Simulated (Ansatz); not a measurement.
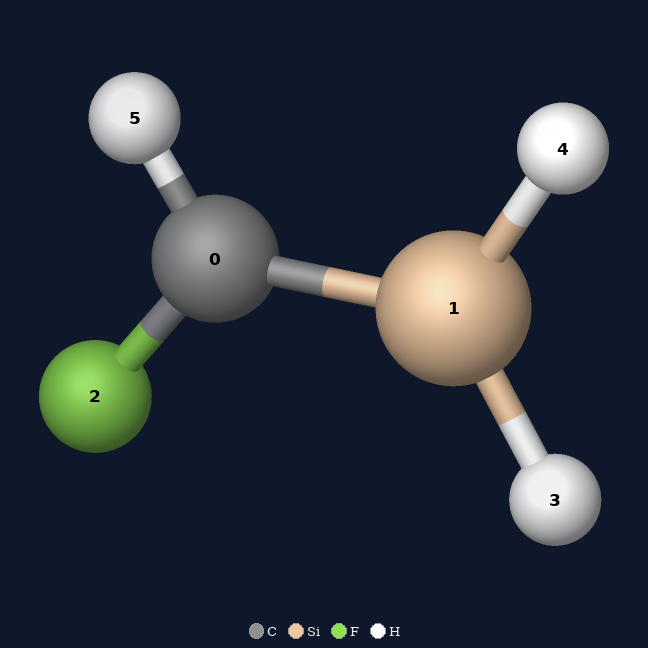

The picture shows the input geometry. Atoms are numbered from 0, in the order of the input.

Ansatz 0.2.0 input:

```yaml
crystal:
  periodic: [false, false, false]
  atoms:
    - {symbol: C, position_ang: [0.525363, -0.186652, 0.476177]}
    - {symbol: Si, position_ang: [-0.676849, 0.268438, -0.609820]}
    - {symbol: F, position_ang: [0.955972, -1.454575, 0.647777]}
    - {symbol: H, position_ang: [-1.374911, -0.622584, -1.467252]}
    - {symbol: H, position_ang: [-1.033122, 1.640922, -0.685686]}
    - {symbol: H, position_ang: [1.067048, 0.445725, 1.132133]}
basis:
  gaussian: {orbitals: def2-SVP}
hamiltonian: {xc: pbe, dispersion: d4}
relax: {f_tol: 0.03, max_steps: 250}
```

It was started with:

```sh
ansatz run in.yaml --threads 2 --pin off --events-out ev --progress --plain --max-ram 4352MiB
```

What the program printed (its end):

```
mean field -11664.56561792 eV, -428.6648799321 hartree, gradient 2.4e-5 eV, S^2 0.000000; 1 other end points of the search recorded, 0 dependent functions left out
the calculation of the forces begins
reference -11664.56564182 eV, -428.6648808104 hartree; 16, 16 occupied and 45, 45 virtual orbitals, 676 factors
Total energy: -11664.65347630 eV, -428.6681086679 hartree
Atom 0 at     0.549154    -0.229646     0.491367 Å, force     0.012538    -0.003386     0.011437 eV/Å
Atom 1 at    -0.695220     0.271324    -0.625124 Å, force    -0.009970    -0.027876    -0.015182 eV/Å
Atom 2 at     0.984611    -1.491279     0.666204 Å, force    -0.014576     0.018872    -0.007729 eV/Å
Atom 3 at    -1.417140    -0.679548    -1.519177 Å, force    -0.002768     0.008473    -0.003160 eV/Å
Atom 4 at    -1.027167     1.723820    -0.665616 Å, force    -0.002173     0.002661     0.000763 eV/Å
Atom 5 at     1.069263     0.496603     1.145676 Å, force     0.016949     0.001257     0.013871 eV/Å
Dipole moment:    -0.116374     0.223199    -0.069178 e Å
```
